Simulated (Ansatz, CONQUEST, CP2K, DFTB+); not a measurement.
# DFTB+ runs on phosphorene, 4 layers, S on P sites (96 atoms), part 2 of 2

How do the settings of DFTB+ change the result for phosphorene, 4 layers, S on P sites (96 atoms)? A plane-wave run serves as the yardstick.

Program: DFTB+ 25.1; the method stands at each step. Banners, paths, timers and routine set-up lines are dropped from the logs unmarked, and long logs keep their key lines alone; longer cuts are marked.

So far. Step 2 (IPEA1-xTB): Forces lie 93 % from the reference's, at 0.14 times its CPU time (on 1 against 4 cores).

**3. GFN2-xTB**

Method: GFN2-xTB tight binding, diagonalisation.

dftb_in.hsd reads:

```
Geometry = GenFormat {
  <<< geo.gen
}
Driver = {}
Hamiltonian = xTB {
  Method = "GFN2-xTB"
  SccTolerance = 1e-06
  MaxSccIterations = 300
  Mixer = Broyden { MixingParameter = 0.05 }
  Filling = Fermi { Temperature [K] = 580 }
  KPointsAndWeights = { 0.0 0.0 0.0 1.0 }
}
Analysis {
  PrintForces = Yes
  MullikenAnalysis = Yes
}
ParserOptions { ParserVersion = 14 }
```

geo.gen reads:

```
96 F
P S
[... 100 atom lines left out: the same atoms as in the first run ...]
```

Command:

```bash
$ OMP_NUM_THREADS=1 dftb+ > output.txt
```

The program printed:

```text
Reading input file 'dftb_in.hsd'
Parser version: 14
--------------------------------------------------------------------------------
Processed input in HSD format written to 'dftb_pin.hsd'
Starting initialization...
[... lines left out ...]
WARNING!
[... lines left out ...]
 iSCC Total electronic   Diff electronic      SCC error
[... lines left out ...]
>> Charges saved for restart in charges.bin
[...]
>> Charges saved for restart in charges.bin
[...]
62   -0.25778850E+03    0.35943856E-07    0.12625353E-05
>> Charges saved for restart in charges.bin
   63   -0.25778850E+03   -0.16315141E-07    0.97615196E-06
Total Energy:                     -258.2855142886 H        -7028.3064 eV
Extrapolated to 0K:               -258.2979681073 H        -7028.6453 eV
Total Mermin free energy:         -258.3104219260 H        -7028.9842 eV
Force related energy:             -258.3104219260 H        -7028.9842 eV
Volume:                              0.219607E+05 au^3   0.325424E+04 A^3
Pressure:                           -0.114990E-03 au    -0.338313E+10 Pa
```

detailed.out:

```text
Fermi distribution function
Calculation with static geometry
********************************************************************************
 iSCC Total electronic   Diff electronic      SCC error
   63   -0.25778850E+03   -0.16315141E-07    0.97615196E-06
[... lines left out ...]
Fermi level:                        -0.3283611066 H           -8.9352 eV
[... lines left out ...]
Band free energy (E-TS):          -268.9584152935 H        -7318.7309 eV
[... lines left out ...]
Total energy:                     -258.2855142886 H        -7028.3064 eV
[... lines left out ...]
Total Mermin free energy:         -258.3104219260 H        -7028.9842 eV
[... lines left out ...]
SCC converged
Total Forces
[... lines left out ...]
     -0.000158470764      0.000008812044      0.000000654307
      0.000008812044     -0.000134251629     -0.000002892705
      0.000000654307     -0.000002892705     -0.000052248468
Total lattice derivs
      0.178109996220     -0.009904117988     -0.000735395005
     -0.011250767269      0.171405614174      0.003693257278
     -0.000219901779      0.000972190325      0.017559848959
Maximal derivative component:        0.856398E-01 au
Volume:                              0.219607E+05 au^3
Pressure:                           -0.114990E-03 au    -0.338313E+10 Pa
Warning: dipole moment is not defined absolutely!
Dipole moment:   -1.72303653   -1.91790125    0.34837190 au
Dipole moment:   -4.37952237   -4.87481912    0.88547313 Debye
```

Wall time 23 s (1 thread of Intel Xeon Platinum 8488C (Sapphire Rapids), shared host); peak memory 0.27 GiB.

Compared with the plane-wave run:

| Quantity | Value |
| --- | --- |
| r.m.s. force component | 1.03 eV/Å |
| r.m.s. difference of force components | 588.4 meV/Å |
| longest difference of force vectors | 2789 meV/Å |
| force difference over r.m.s. force | 88.35 % |
| slope of forces against the reference's | 1.305 |
| correlation of force components | 0.8441 |

Against the first run (93 %), the force difference from the reference is 88 %, at 1.6 times the CPU time (63 SCF steps against 34).

**4. DFTB 3ob-3-1**

Method: third-order SCC-DFTB tight binding, 3ob-3-1 parameters, diagonalisation.

The folder slako/ holds the set 3ob-3-1.

Changes to dftb_in.hsd since step 3:

```diff
@@ -4,4 +4,19 @@
 Driver = {}
-Hamiltonian = xTB {
-  Method = "GFN2-xTB"
+Hamiltonian = DFTB {
+  Scc = Yes
+  SlaterKosterFiles = Type2FileNames {
+    Prefix = "slako/"
+    Separator = "-"
+    Suffix = ".skf"
+  }
+  MaxAngularMomentum {
+    P = "d"
+    S = "d"
+  }
+  ThirdOrderFull = Yes
+  HCorrection = Damping { Exponent = 4.0 }
+  HubbardDerivs {
+    P = -0.14
+    S = -0.11
+  }
   SccTolerance = 1e-06
```

geo.gen is that of step 3.

Command:

```bash
$ OMP_NUM_THREADS=1 dftb+ > output.txt
```

The program printed:

```text
Reading input file 'dftb_in.hsd'
Parser version: 14
--------------------------------------------------------------------------------
Reading SK-files:
./slako/P-P.skf
./slako/P-S.skf
[... lines left out ...]
WARNING!
[... lines left out ...]
 iSCC Total electronic   Diff electronic      SCC error
[... lines left out ...]
   32   -0.18875326E+03    0.19446702E-07    0.42849645E-06
Total Energy:                     -186.8146757806 H        -5083.4860 eV
Extrapolated to 0K:               -186.8247712350 H        -5083.7607 eV
Total Mermin free energy:         -186.8348666894 H        -5084.0354 eV
Force related energy:             -186.8348666894 H        -5084.0354 eV
Volume:                              0.219607E+05 au^3   0.325424E+04 A^3
Pressure:                            0.616557E-04 au     0.181397E+10 Pa
```

detailed.out:

```text
Fermi distribution function
Calculation with static geometry
********************************************************************************
 iSCC Total electronic   Diff electronic      SCC error
[... lines left out ...]
Fermi level:                        -0.1161643040 H           -3.1610 eV
[... lines left out ...]
Band free energy (E-TS):          -189.6332846072 H        -5160.1842 eV
[... lines left out ...]
Total energy:                     -186.8146757806 H        -5083.4860 eV
[... lines left out ...]
Total Mermin free energy:         -186.8348666894 H        -5084.0354 eV
[... lines left out ...]
SCC converged
Total Forces
[... lines left out ...]
     -0.022530950171     -0.036189255538      0.006910762951
     -0.000943463041      0.001819146755     -0.022596057317
Maximal derivative component:        0.169189E+00 au
Volume:                              0.219607E+05 au^3
Pressure:                            0.616557E-04 au     0.181397E+10 Pa
Warning: dipole moment is not defined absolutely!
Dipole moment:    2.68526869   -1.40115985    0.20650472 au
Dipole moment:    6.82527277   -3.56139339    0.52488268 Debye
```

It took 8.4 s on 1 thread; peak memory 0.18 GiB.

Against the reference:

| Property | Result |
| --- | --- |
| r.m.s. force component | 1.647 eV/Å |
| r.m.s. difference of force components | 1234 meV/Å |
| longest difference of force vectors | 6801 meV/Å |
| force difference over r.m.s. force | 185.3 % |
| slope of forces against the reference's | 1.842 |
| correlation of force components | 0.7445 |

Against the first run (93 %), the force difference from the reference is 185 %, at 0.60 times the CPU time.

The difference per atom is largest on S (3.7 eV/Å on average, against 1.0 on P).

**5. All runs compared**

Differences are against the plane-wave reference, forces as r.m.s. over components; share is that over the reference's r.m.s. force, slope the least-squares factor from reference forces to these. Total energies of different programs have different zeros and aren't compared.

```tsv
run	Δ force, r.m.s. (meV/Å)	share (%)	slope	cores	CPU time	memory (GiB)
reference	-	-	-	4	99 s	3.4
DFTB+ IPEA1-xTB	619	93.0	1.212	1	14 s	0.25
DFTB+ GFN2-xTB	588	88.3	1.305	1	23 s	0.27
DFTB+ DFTB 3ob-3-1	1234	185	1.842	1	8.4 s	0.18
```

CPU time is summed over cores on a shared host, where runs went side by side, so it is rough. Symmetry, cutoffs, thresholds, outputs and thread counts weren't matched or tuned between programs; memory under MPI is the largest rank's times the ranks.

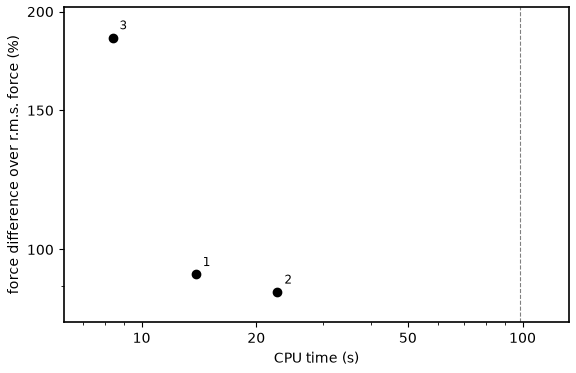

Force difference against CPU time; the dashed line marks the reference's time. Points: 1 DFTB+ IPEA1-xTB; 2 DFTB+ GFN2-xTB; 3 DFTB+ DFTB 3ob-3-1.

Mean charges by element (e), by run and scheme:

```tsv
run	scheme	P	S
reference	Löwdin	+0.09	+0.04
DFTB+ IPEA1-xTB	Mulliken	+0.02	-0.08
DFTB+ GFN2-xTB	Mulliken	+0.02	-0.09
DFTB+ DFTB 3ob-3-1	Mulliken	+0.02	-0.06
```

The reference's Löwdin charges lack the electrons that the projection spills, 0.082 e an atom on average.

**6. What came out**

```
nearest in forces : DFTB+ GFN2-xTB, 88 %
its CPU time      : 23 s
```

What this shows: Tight binding differs by 88 % (DFTB+ GFN2-xTB) to 185 % (DFTB+ DFTB 3ob-3-1); it is another model, with fitted parameters of its own, and the xTB methods hold dispersion. IPEA1-xTB was fitted to ionisation energies and electron affinities, not to forces or charges. Of the electronic-structure runs that take under half the reference's CPU time, DFTB+ GFN2-xTB comes nearest, at 88 % in 23 s against 99 s, too far off to be of use. Charges hang on model, scheme and program or settings: among these rows the mean for S runs from -0.09 to +0.04 e. Periodic xTB results under one method name differ between programs and library versions (DFTB+ here holds tblite 0.3). The electron count is odd in Ansatz plane waves (reference), and they have no spin polarisation, so the unpaired electron is spread evenly over both spins. The electron count is odd and the run has no spin polarisation, so levels at the top are partly filled by construction. The electronic-structure runs sample only Γ, in a cell whose shortest periodic width is 9 Å, which is coarse for a cell with partly filled levels.

[Also dropped from logs without a mark: logging warnings of Python, and SIESTA's first energy breakdown and zero terms.]

[Logs are printed without paths, hosts, clocks, repeated set-up lines and the standing remarks that a program may print on its own settings, such as how far it seeks lower states.]

[Hosts, paths, dates, database ids (printed as entryN), source tags and the programs' standing remarks are cut or masked in the printed files.]
